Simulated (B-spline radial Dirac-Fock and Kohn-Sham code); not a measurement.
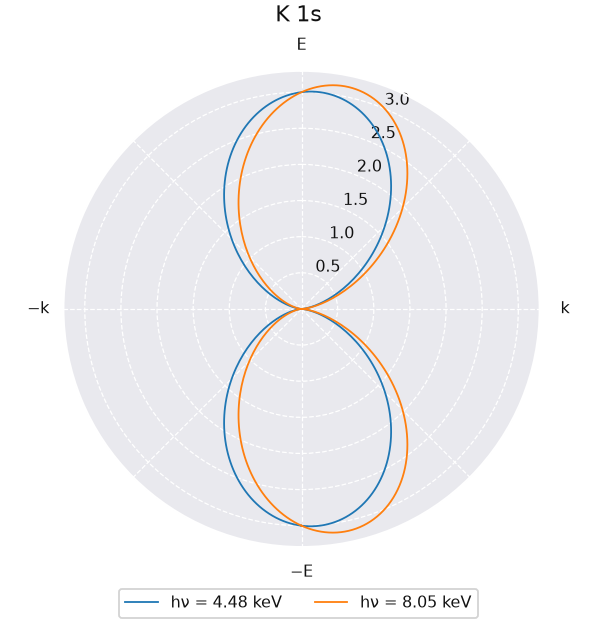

Angular distribution of photoelectrons from K (1s) in the plane of the polarisation E (up) and the photon direction k (right), relative to an isotropic one. System: neutral potassium. Level of theory: a Dirac–Hartree–Slater potential; 1 + βP₂(cos θ) + (δ + γ cos²θ) sin θ cos φ with E1 and E1–E2 terms; calculated with a B-spline radial code.

Question: Is the pattern at 8.05 keV symmetric between forward and backward?

Answer: No: 45° forward of E it is 1.9 times the value 45° backward, from the non-dipole terms.

Question: What are β, γ and δ at 8.05 keV?

Answer: β = 2.000, γ = 1.350, δ = 0.000.
